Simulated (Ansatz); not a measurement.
Geometry relaxation, with input and output: CH$_{9}$NSi (part 2 of 2)

Continued. System: CH$_{9}$NSi. Method: RKS B3LYP-D4/6-31G* (Ansatz 0.2.0). The input holds or restrains some coordinates. Forces given for the steps count only the free coordinates. It belongs to a series of runs on one base structure; here: pulled along the bonds that form and break, towards end B.

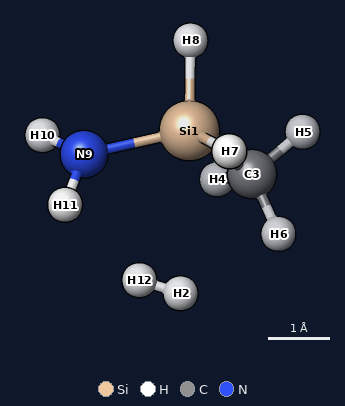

The geometry at step 15 of the log (ball-and-stick view, seen at a tilt; atoms are numbered from 1 in the order of the input).

## Trajectory as extended XYZ, continued
```
12
Properties=species:S:1:pos:R:3:forces:R:3 step=6 energy=-10550.54882
Si   -0.4065    0.0648   -0.3760   -0.6345  -0.0355  -0.4977
H     0.1617    0.0260    2.2488    1.0259   0.1366   0.4368
C     1.5750   -0.0352   -0.4588   -0.4513  -0.0267   0.2791
H     1.9799   -1.0464   -0.5979   -0.2172   0.0008   0.2506
H     1.6762    0.4702   -1.4389   -0.0845  -0.1048   0.1428
H     2.2414    0.5155    0.2168   -0.2944  -0.0019   0.1668
H    -0.5027    1.4656   -0.8988   -0.0175  -0.1845  -0.3397
H    -0.6764   -1.2524   -1.0622   -0.0256   0.5393  -0.5041
N    -1.9696    0.0315    0.5043    0.8828  -0.0026  -0.0628
H    -2.5515   -0.7933    0.4291    0.1966  -0.1362   0.1910
H    -2.2849    0.6456    1.2523    0.1539  -0.0377  -0.2840
H    -0.5503   -0.0917    2.2619   -0.5342  -0.1468   0.2213
12
Properties=species:S:1:pos:R:3:forces:R:3 step=7 energy=-10550.91652
Si   -0.4243    0.0804   -0.4384   -0.8505  -0.1101  -0.1098
H     0.2144    0.0275    2.1653    0.7150   0.0887   0.4046
C     1.5261   -0.0399   -0.4086   -0.4006  -0.0263   0.1424
H     1.9189   -1.0609   -0.4977   -0.1676   0.0271   0.2181
H     1.6782    0.4371   -1.3961    0.0348  -0.1116   0.1478
H     2.1519    0.5217    0.2944   -0.2603   0.0021   0.1226
H    -0.5259    1.4546   -1.0011   -0.0868  -0.0259  -0.2774
H    -0.6995   -1.1569   -1.2362   -0.0608   0.3572  -0.3759
N    -1.9185   -0.0044    0.5477    1.0179   0.1558  -0.4281
H    -2.4940   -0.8314    0.4939    0.0576  -0.1283   0.1342
H    -2.2430    0.6582    1.2477    0.1775  -0.1461  -0.2509
H    -0.4919   -0.0861    2.3096   -0.1763  -0.0827   0.2724
12
Properties=species:S:1:pos:R:3:forces:R:3 step=9 energy=-10551.36769
Si   -0.4767    0.1348   -0.5619   -1.1229  -0.0876  -0.0859
H     0.3536   -0.0128    1.9928    1.3057   0.1280   0.2514
C     1.3983   -0.0482   -0.2992    0.0372   0.0102  -0.1598
H     1.7533   -1.0763   -0.1662   -0.1353  -0.0007   0.1205
H     1.7499    0.2757   -1.2986    0.0294  -0.0773   0.2095
H     1.8991    0.5924    0.4334   -0.1340   0.0387   0.0236
H    -0.5988    1.4930   -1.1569   -0.0302   0.0288  -0.0314
H    -0.7754   -0.9545   -1.5424    0.0015   0.1532  -0.0367
N    -1.8896    0.0000    0.5213    0.4345  -0.5172  -0.5875
H    -2.2771   -0.9312    0.7098    0.2766   0.5051  -0.0848
H    -2.1160    0.6406    1.2744    0.1608  -0.0044  -0.1476
H    -0.3283   -0.1135    2.1741   -0.8233  -0.1769   0.5288
12
Properties=species:S:1:pos:R:3:forces:R:3 step=10 energy=-10551.44346
Si   -0.4994    0.1671   -0.6065   -0.9977  -0.3405  -0.0092
H     0.3922    0.0006    1.9218    1.4020   0.1732   0.1870
C     1.3609   -0.0584   -0.2794   -0.1318   0.0154  -0.0099
H     1.6514   -1.0800    0.0057   -0.0580   0.1819   0.0214
H     1.7936    0.1488   -1.2719    0.0555  -0.0665   0.0975
H     1.8022    0.6599    0.4225   -0.0154  -0.0998  -0.0455
H    -0.6156    1.5494   -1.1490   -0.0731   0.0066   0.0452
H    -0.8042   -0.8564   -1.6537    0.0132   0.1266  -0.0061
N    -1.8632   -0.0476    0.5245    0.5740   0.0901  -0.8641
H    -2.1996   -0.9796    0.7507    0.1233   0.1727  -0.0422
H    -2.0550    0.6091    1.2706    0.0321  -0.0430  -0.0395
H    -0.2710   -0.1129    2.1453   -0.9241  -0.2167   0.6655
12
Properties=species:S:1:pos:R:3:forces:R:3 step=11 energy=-10551.46995
Si   -0.5072    0.1633   -0.6401   -1.0845   0.2458   0.2709
H     0.3915    0.1250    1.8890    1.4364   0.3038   0.1236
C     1.3293   -0.0915   -0.2760    0.1300  -0.1081  -0.1345
H     1.5704   -1.0808    0.1291    0.0066   0.0141   0.0129
H     1.8162   -0.0154   -1.2616    0.0074  -0.0217   0.0851
H     1.7842    0.6711    0.3669   -0.0829  -0.0487  -0.0253
H    -0.6340    1.6072   -1.0098   -0.0183  -0.1154  -0.0497
H    -0.8232   -0.7206   -1.7989   -0.0006   0.0186   0.0461
N    -1.8363   -0.1092    0.5164    0.4891  -0.0298  -1.0490
H    -2.1156   -1.0542    0.7493   -0.0036   0.0144   0.0285
H    -2.0328    0.5324    1.2730    0.0577  -0.0047  -0.0664
H    -0.2502   -0.0273    2.1434   -0.9372  -0.2683   0.7580
12
Properties=species:S:1:pos:R:3:forces:R:3 step=13 energy=-10551.51575
Si   -0.5022    0.2052   -0.6315   -1.1328  -0.2054   0.0413
H     0.3464    0.4480    1.9065    1.1110   0.4937   0.1963
C     1.3212   -0.1716   -0.2972    0.2070  -0.1330  -0.1380
H     1.4870   -1.1698    0.1351   -0.0558   0.1229  -0.0551
H     1.8400   -0.1489   -1.2737   -0.1289  -0.0025   0.2169
H     1.8125    0.5620    0.3499   -0.0039  -0.0185  -0.0076
H    -0.6401    1.6784   -0.8689    0.0351  -0.1674   0.0696
H    -0.8434   -0.5368   -1.8907    0.0418   0.0858   0.1593
N    -1.8129   -0.2182    0.5060    0.5232   0.0695  -0.9720
H    -2.0280   -1.1913    0.6963    0.0096   0.0980  -0.0320
H    -2.0197    0.3679    1.3035   -0.0053  -0.0402  -0.0666
H    -0.2686    0.1751    2.1451   -0.6008  -0.3030   0.5880
12
Properties=species:S:1:pos:R:3:forces:R:3 step=14 energy=-10551.54588
Si   -0.5047    0.2027   -0.5981   -0.9668  -0.1948   0.0095
H     0.3836    0.6407    1.9010    1.0209   0.6288   0.2845
C     1.3190   -0.2067   -0.2870    0.0612  -0.0618  -0.0472
H     1.4640   -1.2208    0.1046   -0.0041   0.0089   0.0037
H     1.8235   -0.1593   -1.2625   -0.0187  -0.0213   0.0290
H     1.8327    0.4921    0.3818   -0.0502  -0.0445  -0.0395
H    -0.6151    1.6887   -0.7469   -0.0244  -0.1675   0.0324
H    -0.8453   -0.4773   -1.8899    0.0403   0.0972   0.1120
N    -1.8319   -0.2742    0.4953    0.6136   0.0760  -0.7229
H    -2.0498   -1.2558    0.6374    0.0167   0.1324  -0.0397
H    -2.0559    0.2746    1.3157    0.0036  -0.0611  -0.0707
H    -0.2280    0.2952    2.0293   -0.6922  -0.3921   0.4487
12
Properties=species:S:1:pos:R:3:forces:R:3 step=15 energy=-10551.56617
Si   -0.4935    0.2171   -0.5806   -0.9504  -0.4824   0.1521
H     0.3362    0.8343    1.8884    1.1494   0.8351   0.2279
C     1.3189   -0.2568   -0.2978    0.0497  -0.0365  -0.0257
H     1.4292   -1.2777    0.0885   -0.0234   0.0167  -0.0098
H     1.8288   -0.2201   -1.2707   -0.0203  -0.0058   0.0411
H     1.8500    0.4179    0.3819   -0.0254  -0.0424  -0.0334
H    -0.6024    1.6960   -0.6420   -0.0014   0.0538   0.0376
H    -0.8616   -0.3624   -1.9061    0.0235   0.0201   0.0195
N    -1.7945   -0.3376    0.5075    0.6313   0.1799  -0.7788
H    -2.0363   -1.3195    0.5657    0.0071   0.0482  -0.0268
H    -2.0281    0.1549    1.3582   -0.0269  -0.0411  -0.0397
H    -0.2543    0.4538    1.9876   -0.8132  -0.5456   0.4362
12
Properties=species:S:1:pos:R:3:forces:R:3 step=17 energy=-10551.57922
Si   -0.4883    0.2227   -0.5802   -0.9335  -0.5154   0.3314
H     0.3065    0.9277    1.8757    1.1528   0.9344   0.1699
C     1.3171   -0.2789   -0.3049    0.0067  -0.0173  -0.0350
H     1.4057   -1.3045    0.0739   -0.0175   0.0150  -0.0100
H     1.8323   -0.2422   -1.2736    0.0071  -0.0035   0.0181
H     1.8518    0.3816    0.3845   -0.0056  -0.0356  -0.0128
H    -0.5937    1.7034   -0.5960    0.0041   0.0403   0.0073
H    -0.8653   -0.3202   -1.9180   -0.0023   0.0173   0.0167
N    -1.7603   -0.3675    0.5233    0.5953   0.1292  -0.8514
H    -2.0300   -1.3441    0.5309    0.0107   0.0894  -0.0208
H    -2.0233    0.1040    1.3768    0.0003  -0.0245  -0.0689
H    -0.2601    0.5180    1.9881   -0.8180  -0.6294   0.4555
12
Properties=species:S:1:pos:R:3:forces:R:3 step=18 energy=-10551.59541
Si   -0.4815    0.2257   -0.5746   -0.9328  -0.5315   0.3615
H     0.2576    1.0119    1.8701    0.7841   0.8368   0.2117
C     1.3202   -0.2918   -0.3127   -0.0074  -0.0045  -0.0194
H     1.3950   -1.3211    0.0580   -0.0093   0.0013  -0.0130
H     1.8400   -0.2510   -1.2783    0.0000  -0.0039   0.0066
H     1.8580    0.3556    0.3856    0.0047  -0.0203   0.0105
H    -0.5856    1.7067   -0.5771    0.0084   0.0350   0.0119
H    -0.8720   -0.2993   -1.9138   -0.0072   0.0041  -0.0153
N    -1.7345   -0.3842    0.5384    0.6005   0.1013  -0.8630
H    -2.0317   -1.3523    0.5135    0.0066   0.1056  -0.0256
H    -2.0285    0.0848    1.3820    0.0058  -0.0038  -0.0594
H    -0.2447    0.5151    1.9894   -0.4533  -0.5203   0.3934
12
Properties=species:S:1:pos:R:3:forces:R:3 step=19 energy=-10551.61840
Si   -0.4682    0.2162   -0.5534   -0.9270  -0.5552   0.4100
H     0.2258    1.1571    1.8518    0.9233   1.1070   0.0658
C     1.3288   -0.3242   -0.3290   -0.0012  -0.0169   0.0273
H     1.3848   -1.3807   -0.0335    0.0023   0.0572  -0.0531
H     1.8591   -0.2139   -1.2846   -0.0099  -0.0161   0.0471
H     1.8640    0.2608    0.4266   -0.0262  -0.0376  -0.0287
H    -0.5705    1.7001   -0.5108   -0.0031  -0.0318  -0.0179
H    -0.8885   -0.2654   -1.9022    0.0136   0.0169  -0.0129
N    -1.6563   -0.4562    0.5936    0.4715   0.0107  -0.6357
H    -2.0634   -1.3799    0.4653    0.1144   0.3223  -0.0380
H    -2.0829    0.0446    1.3642    0.1051  -0.0353  -0.2391
H    -0.2405    0.6414    1.9927   -0.6627  -0.8213   0.4752
12
Properties=species:S:1:pos:R:3:forces:R:3 step=20 energy=-10551.66048
Si   -0.4545    0.1905   -0.5356   -0.6335  -0.3912   0.4117
H     0.1314    1.3187    1.8271    0.3925   0.6975   0.0631
C     1.3405   -0.3570   -0.3549    0.1628  -0.1160   0.0658
H     1.3855   -1.4466   -0.1630    0.0172   0.3471  -0.0954
H     1.8818   -0.1518   -1.2965   -0.0848  -0.0650   0.2659
H     1.8660    0.1518    0.4720   -0.1616  -0.1603  -0.2559
H    -0.5628    1.6793   -0.4609   -0.0112  -0.1329  -0.0759
H    -0.9063   -0.2587   -1.8887   -0.0301   0.0345   0.0287
N    -1.5211   -0.5487    0.6984   -0.7891   0.0946  -0.0716
H    -2.1128   -1.3393    0.4145    0.5370   0.2717  -0.1375
H    -2.1375    0.0289    1.2974    0.7848  -0.1393  -0.5944
H    -0.2178    0.7328    2.0708   -0.1839  -0.4408   0.3956
12
Properties=species:S:1:pos:R:3:forces:R:3 step=22 energy=-10551.67992
Si   -0.4583    0.1657   -0.5219   -0.5437  -0.5035   0.2977
H     0.0717    1.3447    1.8176    0.6638   1.3764  -0.2404
C     1.3338   -0.3704   -0.3581    0.0653   0.0070   0.0067
H     1.4060   -1.4621   -0.2925   -0.0141  -0.0071  -0.0094
H     1.9018   -0.0522   -1.2413    0.0055   0.0011   0.0077
H     1.8193    0.0482    0.5292   -0.0250  -0.0074  -0.0068
H    -0.5673    1.6497   -0.4912   -0.0251  -0.0104   0.0056
H    -0.9342   -0.2876   -1.8653   -0.0283  -0.0074   0.0213
N    -1.5008   -0.5609    0.7491    0.3878   0.2321  -0.8079
H    -2.0854   -1.3250    0.4199    0.0054   0.0410   0.0376
H    -2.0809    0.0976    1.2579   -0.0524  -0.0364  -0.0119
H    -0.2135    0.7524    2.0772   -0.4392  -1.0854   0.6999
12
Properties=species:S:1:pos:R:3:forces:R:3 step=23 energy=-10551.68751
Si   -0.4572    0.1628   -0.5240   -0.5503  -0.4667   0.2671
H     0.0868    1.3462    1.8084    0.6934   1.3185  -0.2534
C     1.3351   -0.3735   -0.3608    0.0086  -0.0132   0.0111
H     1.4045   -1.4676   -0.3462    0.0081   0.0030  -0.0057
H     1.9189   -0.0129   -1.2165    0.0047  -0.0012   0.0000
H     1.7989    0.0028    0.5556   -0.0003  -0.0036   0.0015
H    -0.5736    1.6454   -0.4995   -0.0070   0.0065   0.0031
H    -0.9456   -0.3013   -1.8581   -0.0016   0.0001  -0.0157
N    -1.4950   -0.5480    0.7530    0.3148   0.1689  -0.7139
H    -2.0613   -1.3328    0.4440    0.0114  -0.0091   0.0016
H    -2.0990    0.1065    1.2382   -0.0166   0.0106  -0.0002
H    -0.2201    0.7724    2.0866   -0.4653  -1.0138   0.7043
```

The run was set up as follows.

## Input
```yaml
crystal:
  periodic: [false, false, false]
  atoms:
    - { symbol: Si, position_ang: [0.0, 0.0, 0.0] }
    - { symbol: H, position_ang: [0.0, 0.0, 1.81] }
    - { symbol: C, position_ang: [1.7634, 0.0, -0.6227] }
    - { symbol: H, position_ang: [2.1111, -1.0463, -0.7509] }
    - { symbol: H, position_ang: [1.8119, 0.5276, -1.5981] }
    - { symbol: H, position_ang: [2.4154, 0.5187, 0.1108] }
    - { symbol: H, position_ang: [-0.6877, 1.1914, -0.4862] }
    - { symbol: H, position_ang: [-0.6877, -1.1914, -0.4862] }
    - { symbol: "N", position_ang: [-2.0118, 0.0, 0.6685] }
    - { symbol: H, position_ang: [-2.7319, -0.6071, 0.1822] }
    - { symbol: H, position_ang: [-2.2977, 0.6071, 1.489] }
    - { symbol: H, position_ang: [-0.9927, 0.0, 1.7642] }
basis:
  gaussian: { orbitals: "6-31G*" }
hamiltonian:
  xc: b3lyp
  dispersion: d4
relax:
  f_tol: 0.15
  max_steps: 25
  restrain:
    - { distance: [0, 8], at: 1.82, k: 30.0 }
    - { distance: [11, 1], at: 0.66, k: 30.0 }
    - { distance: [0, 1], at: 2.66, k: 30.0 }
    - { distance: [11, 8], at: 2.26, k: 30.0 }
```

Launch command:
```bash
ansatz run input.yaml --threads 1 --pin off --max-ram 2048MiB --backend cpu --events-out ev --progress --plain --runs-dir out
```

## Results in brief

| quantity | value |
| --- | --- |
| outcome | converged under the restraints of the input |
| total energy | −10551.6877 eV |
| mean-field energy | −10551.3750 eV |
| largest force (length of the vector) at the end, held atoms and coordinates included | 1.511 eV/Å |
| hardware | 1 thread of Arm Neoverse V1, 24 GiB of memory available, shared host |
| wall time | 73 s |
| peak memory | 0.14 GiB |
